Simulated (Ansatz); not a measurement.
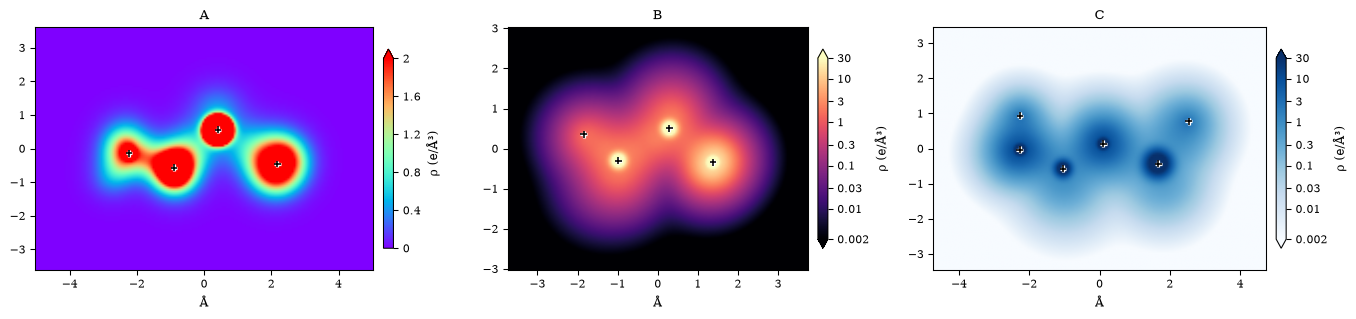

The electron density of 3 systems, each on a plane through atoms (crosses mark nuclei in the plane).

These are results of UKS PBE0-D4/def2-TZVPP (Ansatz 0.2.0), not measurements.

System 1: CH$_{5}$ClNSi (SMILES C[N][SiH2]Cl) (doublet), the plane of atoms N2, Si3 and Cl4. Geometry: PBE0-D4/def2-TZVP.

```xyz
9

C     0.4938    1.3415    0.1405
N     0.6288   -0.0210    0.5218
Si   -0.4156   -1.2374   -0.1292
Cl    0.3195   -3.0825    0.3545
H     0.1343    1.5142   -0.8843
H    -0.2447    1.8100    0.8127
H     1.4309    1.8854    0.2953
H    -1.7624   -1.1014    0.4823
H    -0.4959   -1.1552   -1.6107
```

System 2: BH$_{4}$O$_{2}$Si (SMILES O[B]O[SiH3]) (doublet), the plane of atoms B2, O3 and Si4. Geometry: PBE0-D4/def2-TZVP.

```xyz
8

O     1.9270    0.9190   -1.4991
B     0.8345    0.2347   -1.1294
O     0.3031    0.2490    0.1117
Si   -1.0364   -0.5578    0.6755
H     2.3162    1.4398   -0.7826
H    -1.1823   -0.1658    2.0957
H    -2.2375   -0.1537   -0.0942
H    -0.8325   -2.0223    0.5664
```

System 3: C$_{2}$H$_{4}$FO (SMILES [O]CCF) (doublet), the plane of atoms C2, C3 and F4. Geometry: PBE0-D4/def2-TZVP.

```xyz
8

O    -1.1127    1.3819   -0.1007
C     0.0228    0.7039    0.2011
C     0.0211   -0.7646   -0.1509
F     0.1080   -0.9172   -1.5192
H     0.1962    0.8301    1.2882
H     0.8848    1.2157   -0.2645
H    -0.9069   -1.2348    0.1870
H     0.8790   -1.2721    0.3033
```

### Which map belongs to which system?

Panel A is system 1, CH$_{5}$ClNSi: the plane holds C, N, Si and Cl. C–N (1.42 Å): ρ at the midpoint is about 2 e/Å³. Panel B is system 3, C$_{2}$H$_{4}$FO: the plane holds C, F and H. C–F (1.38 Å): the density is about 2.1 e/Å³ at the midpoint, with its minimum of 1.6 e/Å³ about 0.5 Å from C. Panel C is system 2, BH$_{4}$O$_{2}$Si: the plane holds O, B, Si and H. B–O (1.34 Å): ρ at the midpoint is about 2.2 e/Å³.
